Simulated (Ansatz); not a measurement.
# One shape, several levels: GaH2Cl (SMILES [H][Ga]([H])[Cl])

Wanted: a comparison of 6 runs (UHF/STO-3G, B2PLYP/STO-3G, BLYP/STO-3G, r2SCAN0/STO-3G, UMP2/STO-3G, UCCSD(T)/STO-3G) of GaH2Cl. 

Program for the calculation: Ansatz 0.2.0.

77 further runs of the same task are left out: 31 that didn't finish, 46 set aside as unsound or not needed.

## 1. The system as given

The species is GaH2Cl (4 atoms), meant as a singlet with charge 0. As SMILES, `[H][Ga]([H])[Cl]`. The H2–Ga1 distance was set to 1.955 Å, away from the relaxed value.

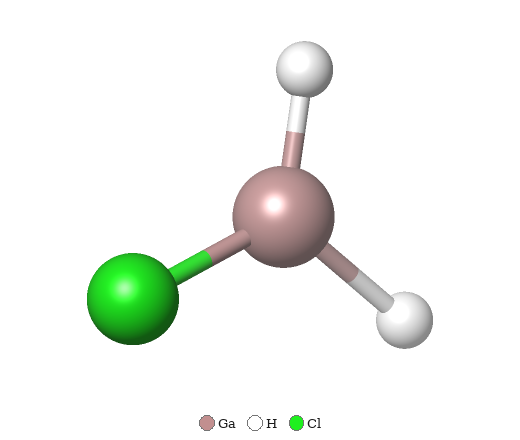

Viewed from a chosen angle; gallium pink, hydrogen white, chlorine green.

## 2. A single-point energy at UHF/STO-3G (run 1)

File run.yaml:

```yaml
crystal:
  periodic: [false, false, false]
  atoms:
    - {symbol: Ga, position_ang: [-0.333188, 0.095040, -0.003800]}
    - {symbol: H, position_ang: [1.622030, 0.103190, 0.012100]}
    - {symbol: H, position_ang: [-1.066318, 1.476700, -0.022770]}
    - {symbol: Cl, position_ang: [-1.395698, -1.679820, 0.004930]}
basis:
  gaussian: {orbitals: STO-3G}
magnetization: {spin_polarized: true, initial_magnetization: 0}
hamiltonian: {xc: hf}
accuracy: high
```

Command:

```sh
$ ansatz run run.yaml --threads 1 --pin off --max-ram 2610MiB --events-out events.jsonl --progress --plain --runs-dir runs
```

What it wrote:

```text
Warning: RAYON_NUM_THREADS=1 ignored (pool sized by the plan → 1); use --threads N
Functional definition: HF
  name "HF"
  exchange = exact_x
  correlation = 0
430 factors; integrals over basis functions are off by at most 3.5e-8 eV
mean field evaluation 1: about -64125.5048 eV, gradient 8.9e0 eV
mean field evaluation 2: about -64125.5232 eV, gradient 8.9e0 eV
mean field evaluation 4: about -64126.6123 eV, gradient 8.5e-1 eV
mean field evaluation 8: about -64126.6287 eV, gradient 9.7e-3 eV
mean field evaluation 16: about -64126.3675 eV, gradient 2.0e0 eV
mean field evaluation 32: about -64124.6761 eV, gradient 1.2e1 eV
mean field evaluation 64: about -64128.6459 eV, gradient 5.4e-7 eV
mean field evaluation 96: about -64126.5117 eV, gradient 5.2e-1 eV
mean field evaluation 128: about -64128.5881 eV, gradient 4.8e-1 eV
mean field evaluation 160: about -64128.5511 eV, gradient 9.9e-2 eV
mean field evaluation 192: about -64128.3832 eV, gradient 3.1e0 eV
mean field evaluation 224: about -64128.5926 eV, gradient 6.4e-2 eV
mean field evaluation 256: about -64128.6244 eV, gradient 8.5e-3 eV
mean field evaluation 288: about -64128.6127 eV, gradient 6.8e-2 eV
mean field evaluation 320: about -64122.2017 eV, gradient 4.7e0 eV
mean field -64128.64587028 eV, -2356.6842677755 hartree, gradient 3.0e-8 eV, S^2 1.084589; 3 other end points of the search recorded, 0 dependent functions left out
reference -64128.64587028 eV, -2356.6842677755 hartree; 25, 25 occupied and 4, 4 virtual orbitals, 430 factors
Total energy: -64128.64587028 eV, -2356.6842677755 hartree
```

Run time: 0.48 s. Hardware: 1 thread of AMD EPYC 9R45 (Zen 5), shared host.

## 3. The energy at B2PLYP/STO-3G (run 2)

Edit run.yaml of step 2 so:

```diff
@@ -8,5 +8,8 @@
 basis:
-  gaussian: {orbitals: STO-3G}
-magnetization: {spin_polarized: true, initial_magnetization: 0}
-hamiltonian: {xc: hf}
+  gaussian:
+    orbitals: STO-3G
+hamiltonian:
+  xc: {name: B2PLYP}
+correlation:
+  frozen_orbitals: {Cl: 5, Ga: 9, H: 0}
 accuracy: high
```

Command:

```sh
$ ansatz run run.yaml --threads 1 --pin off --max-ram 2610MiB --events-out events.jsonl --progress --plain --runs-dir runs
```

What it wrote, cut to the lines that bear on the results:

```text
Warning: RAYON_NUM_THREADS=1 ignored (pool sized by the plan → 1); use --threads N
Functional definition: B2PLYP
  name "B2PLYP"
[...]
430 factors; integrals over basis functions are off by at most 3.5e-8 eV
[...]
mean field -64165.58002466 eV, -2358.0415729141 hartree, gradient 8.2e-8 eV, S^2 0.000000; 8 other end points of the search recorded, 0 dependent functions left out; unrestricted orbitals would lower it
14 core orbitals not correlated: weight in the atoms' cores, before any rotation towards them, 1.000 or more for the frozen orbitals, at most 0.000 for the correlated occupied ones
reference -64165.58004218 eV, -2358.0415735580 hartree; 11, 11 occupied and 4, 4 virtual orbitals, 430 factors
second order -3.19622241 eV of doubles, -0.00000000 eV of singles
Total energy: -64166.44302224 eV, -2358.0732874900 hartree
```

Wall time 1.9 s (1 thread of AMD EPYC 9R45 (Zen 5), shared host); peak memory 0.13 GiB.

Runs 3 to 5 aren't shown in full; the table further down has their settings and results.

## 4. A single-point energy at UCCSD(T)/STO-3G (run 6)

File molecule.yaml:

```yaml
crystal:
  periodic: [false, false, false]
  atoms:
    - {symbol: Ga, position_ang: [-0.333188, 0.095040, -0.003800]}
    - {symbol: H, position_ang: [1.622030, 0.103190, 0.012100]}
    - {symbol: H, position_ang: [-1.066318, 1.476700, -0.022770]}
    - {symbol: Cl, position_ang: [-1.395698, -1.679820, 0.004930]}
basis:
  gaussian: {orbitals: STO-3G}
magnetization: {spin_polarized: true, initial_magnetization: 0}
correlation: {method: ccsd_t, frozen_orbitals: {Cl: 5, Ga: 9, H: 0}}
accuracy: high
scf: {omitted_lower_state_checks: [cluster_reference, increment]}
```

Command:

```sh
$ ansatz run molecule.yaml --threads 1 --pin off --max-ram 2610MiB --events-out events.jsonl --progress --plain --runs-dir runs
```

What it wrote:

```text
Warning: RAYON_NUM_THREADS=1 ignored (pool sized by the plan → 1); use --threads N
[... 18 lines left out ...]
14 core orbitals not correlated: weight in the atoms' cores, before any rotation towards them, 0.999 or more for the frozen orbitals, at most 0.001 for the correlated occupied ones
[... 237 lines left out ...]
Total energy: -64130.38254828 eV, -2356.7480895147 hartree
Checks for a lower state left out: cluster_reference, increment
```

Run time: 1.4 s. Hardware: 1 thread of AMD EPYC 9R45 (Zen 5), shared host.

## 5. All runs side by side

```csv
run,level,frozen core orbitals,energy (Eh),wall time
1,UHF/STO-3G,–,-2356.684268,0.48 s
2,B2PLYP/STO-3G,14,-2358.073287,1.9 s
3,BLYP/STO-3G,–,-2358.473173,1.4 s
4,r2SCAN0/STO-3G,–,-2358.682970,4.2 s
5,UMP2/STO-3G,14,-2356.720458,0.86 s
6,UCCSD(T)/STO-3G,14,-2356.748090,1.4 s
```

## 6. Results

| quantity | value |
| --- | --- |
| run 6: total energy | -2356.74809 Eh |
| run 6: correlation energy (14 core orbitals frozen) | -63.8 mEh |
| run 6: (T) correction | -1.18 mEh |
| run 6: ⟨S²⟩ of the reference determinant | 1.085 |
| run 6: T1 diagnostic | 0.018 |

**Reading.** Below the UHF energy at the same shape and in the same basis (STO-3G): UMP2 -36.2 mEh; UCCSD(T) -63.8 mEh. Totals of different functionals can't be ranked against each other. In run 2 the log says that unrestricted orbitals would lower the reference, so the values rest on an unstable closed-shell determinant (other closed-shell runs at this shape may share the fault). In runs 1, 2, 3, 4, 5, 6 the basis is minimal, so the values are rough. Spin contamination of the reference: run 5 ⟨S²⟩ = 1.08, run 6 ⟨S²⟩ = 1.08, run 1 ⟨S²⟩ = 1.08. Where it is this large, the reference is a mixture of spin states, and values that rest on it are in doubt. All runs together took 10 s, the longest 4.2 s.
